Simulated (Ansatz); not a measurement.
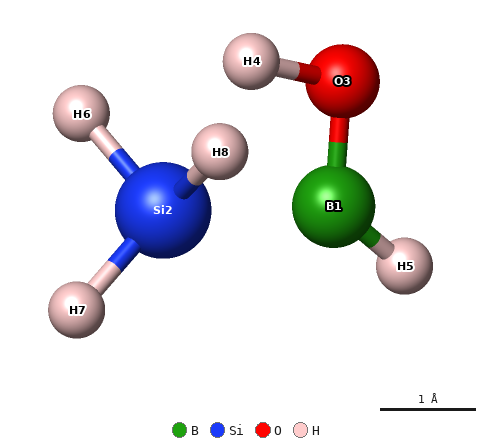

This is the input geometry for a constrained relaxation of BSiH$_{5}$O. Style: ball-and-stick. Shown from a free direction.

The reaction that was planned forms Si2–H4 and breaks B1–Si2, O3–H4 (atoms numbered from 1 in input order).

Method: RKS PBE0-D4/def2-SVP in Ansatz 0.2.0.

Input
```yaml
crystal:
  periodic: [false, false, false]
  atoms:
    - {symbol: B, position_ang: [-1.024400, -0.491900, -0.821300]}
    - {symbol: Si, position_ang: [0.622400, 0.747200, 0.127900]}
    - {symbol: O, position_ang: [-0.873900, -1.439700, 0.090000]}
    - {symbol: H, position_ang: [0.049400, -0.925700, 0.778900]}
    - {symbol: H, position_ang: [-1.827800, -0.551100, -1.663500]}
    - {symbol: H, position_ang: [1.708400, -0.261800, 0.197400]}
    - {symbol: H, position_ang: [1.277700, 2.018400, -0.203000]}
    - {symbol: H, position_ang: [0.068200, 0.904500, 1.493700]}
basis:
  gaussian: {orbitals: def2-SVP}
hamiltonian: {xc: pbe0, dispersion: d4}
relax: {f_tol: 0.08, max_steps: 120, escape_saddle: false, constraints: [{distance: [1, 3]}, {distance: [0, 1]}, {distance: [2, 3]}]}
```

Where does the constrained relaxation end?

Answer. H6 moves most after the best rigid fit: 0.74 Å. By element the largest moves are H 0.74 Å, O 0.64 Å, Si 0.30 Å, B 0.11 Å. Some distances before and after: Si2–O3 2.650 → 2.735 Å, Si2–H6 1.484 → 1.566 Å, B1–H5 1.165 → 1.206 Å, Si2–H7 1.468 → 1.500 Å. Among the angles between lasting bonds that change: O3–B1–H5 122.7° → 130.9°, B1–O3–H4 99.6° → 92.4°, H6–Si2–H8 107.6° → 101.5°. The optimiser took 12 steps. The run took about 21 core-seconds on a shared host.

The structure at the end:

```xyz
8

B    -1.0563   -0.5645   -0.7383
Si    0.3914    0.8516    0.2851
O    -0.4634   -1.6678   -0.3507
H     0.4447   -1.0317    0.2510
H    -2.0491   -0.3933   -1.4016
H     1.2249   -0.3932    0.7422
H     1.4309    1.6980   -0.3870
H     0.0769    1.5007    1.5993
```

After the run, drawn alike:

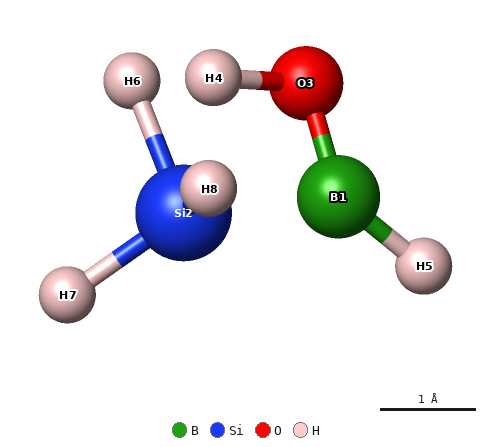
